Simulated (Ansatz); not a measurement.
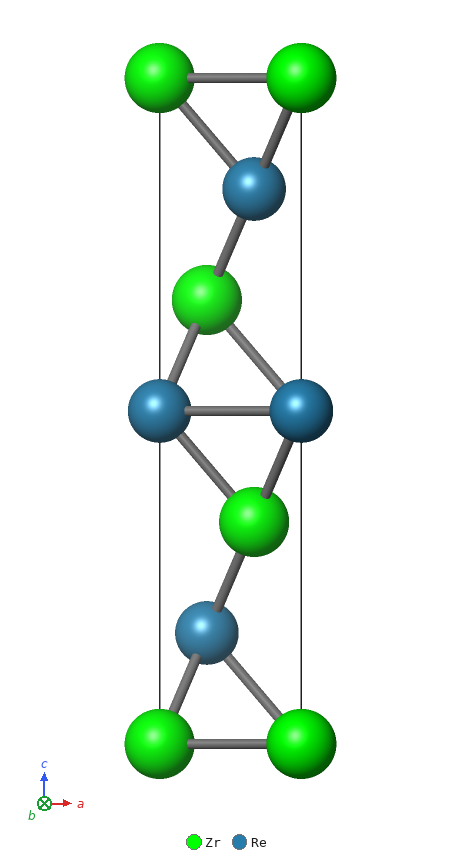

We look at a ball-and-stick model of the crystal along the b axis. The parallelepiped is the conventional unit cell.

The box has a = 3.15 Å, b = 3.15 Å, c = 12.82 Å, α = 90.00°, β = 90.00°, γ = 120.00°.

The composition is ZrRe.

> What lattice type does the structure have?

Rhombohedral (trigonal R) lattice; the crystal system is trigonal.

> Does the bonding give isolated units, chains, sheets or a framework?

The bonds build a three-dimensional framework.

The starting point was a textbook structure type filled with these elements (whether it is the usual form wasn't checked). What is shown is the relaxed result from Ansatz 0.2.0, DFT PBE, scalar-relativistic, plane waves, PAW.
